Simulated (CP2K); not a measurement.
# CH2F2 (difluoromethane) at Pade/SZV-MOLOPT-SR-GTH (core potential)

Aim: the energy change on altering one bond length of CH2F2 (difluoromethane) at Pade/SZV-MOLOPT-SR-GTH (core potential), from 2 runs. 

Program for the calculation: CP2K 2026.2.

2 further runs of the same task are left out: 1 that didn't finish, 1 set aside as unsound or not needed.

### 1 The molecule

CH2F2: 5 atoms, total charge 0, spin state singlet. As SMILES, `FCF`. The shape is that of a PBE0-D4/def2-TZVP optimisation.

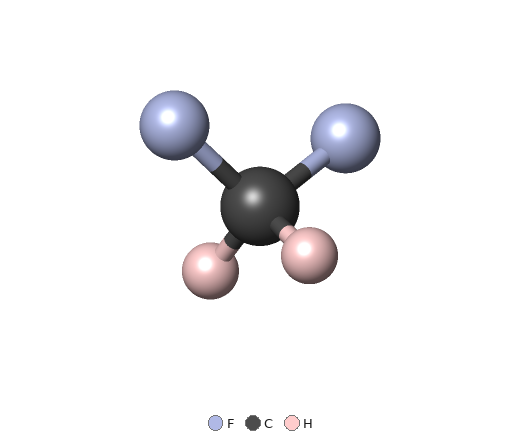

The structure, seen from a chosen angle (fluorine light blue, carbon dark grey, hydrogen pink).

### 2 The energy at Pade/SZV-MOLOPT-SR-GTH (core potential)

Input file calc.inp:

```
&GLOBAL
  PROJECT_NAME calc
  RUN_TYPE ENERGY
  PRINT_LEVEL MEDIUM
&END GLOBAL

&FORCE_EVAL
  METHOD QS
  &DFT
    BASIS_SET_FILE_NAME BASIS_MOLOPT
    POTENTIAL_FILE_NAME GTH_POTENTIALS
    CHARGE 0
    MULTIPLICITY 1
    &QS
      METHOD GPW
      EPS_DEFAULT 1.0E-10
    &END QS
    &MGRID
      CUTOFF 400
      REL_CUTOFF 50
      NGRIDS 4
    &END MGRID
    &POISSON
      PERIODIC NONE
      POISSON_SOLVER WAVELET
    &END POISSON
    &SCF
      SCF_GUESS ATOMIC
      EPS_SCF 1.0E-06
      MAX_SCF 150
      ADDED_MOS 10
      &DIAGONALIZATION
        ALGORITHM STANDARD
      &END DIAGONALIZATION
      &MIXING
        METHOD DIRECT_P_MIXING
        ALPHA 0.4
      &END MIXING
    &END SCF
    &XC
      &XC_FUNCTIONAL PADE
      &END XC_FUNCTIONAL
    &END XC
    &PRINT
      &MOMENTS
        PERIODIC F
        REFERENCE COM
        MAX_MOMENT 1
      &END MOMENTS
      &MO ON
        ENERGIES T
        OCCUPATION_NUMBERS T
        NDIGITS 6
        &EACH
          QS_SCF 0
        &END EACH
        ADD_LAST NUMERIC
      &END MO
      &HIRSHFELD OFF
      &END HIRSHFELD
    &END PRINT
  &END DFT
  &SUBSYS
    &CELL
      ABC [angstrom] 12.2 12.2 12.2
      PERIODIC NONE
    &END CELL
    &COORD
      SCALED T
      F    0.41131967   0.51848770   0.55715164
      C    0.50012295   0.50143033   0.49316803
      F    0.58868033   0.48812705   0.55837295
      H    0.48759836   0.42634836   0.44585656
      H    0.51284426   0.57365164   0.44162705
    &END COORD
    &KIND F
      BASIS_SET SZV-MOLOPT-SR-GTH-q7
      POTENTIAL GTH-PADE-q7
    &END KIND
    &KIND C
      BASIS_SET SZV-MOLOPT-SR-GTH-q4
      POTENTIAL GTH-PADE-q4
    &END KIND
    &KIND H
      BASIS_SET SZV-MOLOPT-SR-GTH-q1
      POTENTIAL GTH-PADE-q1
    &END KIND
  &END SUBSYS
&END FORCE_EVAL
```

On the command line:

```bash
$ OMP_NUM_THREADS=1 cp2k.psmp calc.inp > calc.out
```

The program printed:

```text
CP2K| version string:                                       CP2K version 2026.2
[...]
 GLOBAL| Method name                                                        CP2K
[...]
 GLOBAL| Run type                                                         ENERGY
[...]
 *** WARNING in qs_environment.F:2210 :: More added MOs requested than     ***
 *** available. The full set of unoccupied MOs will be used. Use           ***
 *** 'ADDED_MOS -1' to always use all available MOs and to get rid of this ***
[...]
 DFT| Spin restricted Kohn-Sham (RKS) calculation                            RKS
 DFT| Multiplicity                                                             1
[...]
 DFT| Charge                                                                   0
[...]
 FUNCTIONAL| PADE:
 QS| Method:                                                                 GPW
[...]
 QS| Density cutoff [a.u.]:                                                200.0
[...]
 QS| Relative density cutoff [a.u.]:                                        25.0
[...]
                             - Atoms:                                          5
[...]
                             - Spherical basis functions:                     14
[...]
 Number of electrons:                                                         20
[...]
     1 P_Mix/Diag. 0.40E+00    2.0     1.44575767       -54.8739705448 -5.49E+01
[...]
    11 DIIS/Diag.  0.70E-06    1.4     0.00000067       -55.1307078239 -2.58E-10
  *** SCF run converged in    11 steps ***
[...]
  Overlap energy of the core charge distribution:               0.00000108154249
  Self energy of the core charge distribution:               -142.26873887324578
  Core Hamiltonian energy:                                     41.44866189589880
  Hartree energy:                                              57.25736023062517
  Exchange-correlation energy:                                -11.56799215873277
  Total energy:                                               -55.13070782391212
[...]
                     Mulliken Population Analysis
 #  Atom  Element  Kind  Atomic population                           Net charge
       1     F        1          7.296779                             -0.296779
       2     C        2          3.762060                              0.237940
       3     F        1          7.296803                             -0.296803
       4     H        3          0.822173                              0.177827
       5     H        3          0.822185                              0.177815
 # Total charge                             20.000000                 -0.000000
[...]
  Dipole moment [Debye]
    X=  0.4334809E-02 Y= -0.6735855E-01 Z= -0.2320286E+01  Total=      2.3212679
 ENERGY| Total FORCE_EVAL ( QS ) energy [hartree]            -55.130707823912118
[...]
```

Run time: 18 s. Hardware: 1 thread of Arm Neoverse V1, shared host; peak memory 1.1 GiB.

### 3 The distorted shape, same level

Input file gas.inp:

```
&GLOBAL
 PROJECT gas
 RUN_TYPE ENERGY
 PRINT_LEVEL MEDIUM
&END GLOBAL

&FORCE_EVAL
 METHOD Quickstep
 &DFT
  BASIS_SET_FILE_NAME BASIS_MOLOPT
  POTENTIAL_FILE_NAME GTH_POTENTIALS
  ! Quickstep
  &QS
   METHOD GPW
   EPS_DEFAULT 1.0E-10
  &END QS
  ! plane-wave cutoff in Ry
  &MGRID
   CUTOFF 400
   REL_CUTOFF 50
   NGRIDS 4
  &END MGRID
  &POISSON
   PERIODIC NONE
   POISSON_SOLVER WAVELET
  &END POISSON
  &SCF
   SCF_GUESS ATOMIC
   EPS_SCF 1.0E-06
   MAX_SCF 40
   &OT
    MINIMIZER CG
    PRECONDITIONER FULL_SINGLE_INVERSE
   &END OT
   &OUTER_SCF
    EPS_SCF 1.0E-06
    MAX_SCF 10
   &END OUTER_SCF
  &END SCF
  &XC
   &XC_FUNCTIONAL PADE
   &END XC_FUNCTIONAL
  &END XC
  &PRINT
   &MOMENTS
    PERIODIC F
    REFERENCE COM
    MAX_MOMENT 1
   &END MOMENTS
   &MO_CUBES
    NLUMO 3
    NHOMO -1
    WRITE_CUBE F
   &END MO_CUBES
   &HIRSHFELD OFF
   &END HIRSHFELD
  &END PRINT
 &END DFT
 ! atoms, cell and kinds
 &SUBSYS
  &CELL
   ABC 12.9 12.9 12.9
   PERIODIC NONE
  &END CELL
  &COORD
   UNIT bohr
   F     -2.3801932    -1.6367731     2.7455377
   C     -0.3328639    -2.0300251     1.2704175
   F      1.7087962    -2.3367276     2.7736947
   H     -0.6216141    -3.7610142     0.1796676
   H      0.3123717     1.6331013    -1.3437842
  &END COORD
  &TOPOLOGY
   &CENTER_COORDINATES
   &END CENTER_COORDINATES
  &END TOPOLOGY
  &KIND F
   BASIS_SET SZV-MOLOPT-SR-GTH-q7
   POTENTIAL GTH-PADE-q7
  &END KIND
  &KIND C
   BASIS_SET SZV-MOLOPT-SR-GTH-q4
   POTENTIAL GTH-PADE-q4
  &END KIND
  &KIND H
   BASIS_SET SZV-MOLOPT-SR-GTH-q1
   POTENTIAL GTH-PADE-q1
  &END KIND
 &END SUBSYS
&END FORCE_EVAL
```

On the command line:

```bash
$ OMP_NUM_THREADS=1 cp2k.psmp gas.inp > gas.out
```

The program printed:

```text
CP2K| version string:                                       CP2K version 2026.2
[...]
 GLOBAL| Method name                                                        CP2K
[...]
 GLOBAL| Run type                                                         ENERGY
[...]
 DFT| Spin restricted Kohn-Sham (RKS) calculation                            RKS
 DFT| Multiplicity                                                             1
[...]
 DFT| Charge                                                                   0
[...]
 FUNCTIONAL| PADE:
 QS| Method:                                                                 GPW
[...]
 QS| Density cutoff [a.u.]:                                                200.0
[...]
 QS| Relative density cutoff [a.u.]:                                        25.0
[...]
                             - Atoms:                                          5
[...]
                             - Spherical basis functions:                     14
[...]
 Number of electrons:                                                         20
[...]
     1 OT CG       0.80E-01    2.6     0.39144125       -53.7961653734 -5.38E+01
[...]
    20 OT CG       0.75E-01    2.7     0.00000087       -54.9122988219 -1.66E-11
  *** SCF run converged in    20 steps ***
[...]
  Overlap energy of the core charge distribution:               0.00000054758549
  Self energy of the core charge distribution:               -142.26873887324578
  Core Hamiltonian energy:                                     41.30081658051202
  Hartree energy:                                              57.48062694993234
  Exchange-correlation energy:                                -11.42500402665493
  Total energy:                                               -54.91229882187085
[...]
                     Mulliken Population Analysis
 #  Atom  Element  Kind  Atomic population                           Net charge
       1     F        1          7.279258                             -0.279258
       2     C        2          3.706754                              0.293246
       3     F        1          7.279249                             -0.279249
       4     H        3          0.843083                              0.156917
       5     H        3          0.891656                              0.108344
 # Total charge                             20.000000                 -0.000000
[...]
  Dipole moment [Debye]
    X=  0.3795400E-01 Y=  0.1335107E+00 Z= -0.2181399E+01  Total=      2.1858105
[...]
 HOMO - LUMO gap [eV] :    2.355466
 ENERGY| Total FORCE_EVAL ( QS ) energy [hartree]            -54.912298821870849
[...]
```

Run time: 77 s. Hardware: 1 thread of Arm Neoverse V1, shared host; peak memory 1.3 GiB.

### 4 Outcome

At Pade/SZV-MOLOPT-SR-GTH (core potential):

```
                                                         quantity         value
                                        first shape: total energy  -55.13071 Eh
                                       first shape: dipole moment        2.32 D
                                         first shape: HOMO energy      -7.77 eV
                                         first shape: LUMO energy       3.31 eV
                                       first shape: HOMO–LUMO gap      11.08 eV
                                    distorted shape: total energy  -54.91230 Eh
                                   distorted shape: dipole moment        2.19 D
                                     distorted shape: HOMO energy      -5.05 eV
                                     distorted shape: LUMO energy      -2.70 eV
                                   distorted shape: HOMO–LUMO gap       2.36 eV
energy change with the C2–H5 bond stretched from 1.094 to 2.406 Å      5.943 eV
```

What this shows: One bond (distorted shape) is far stretched, which a spin-restricted single reference describes badly; a broken-symmetry solution may lie lower. With the C2–H5 bond stretched from 1.094 to 2.406 Å the energy rises by 5.94 eV (137 kcal/mol). The first shape isn't relaxed at this level, so the change isn't measured from a minimum. A restricted reference can't describe the breaking bond well at this length. The minimal basis adds a large error of its own.
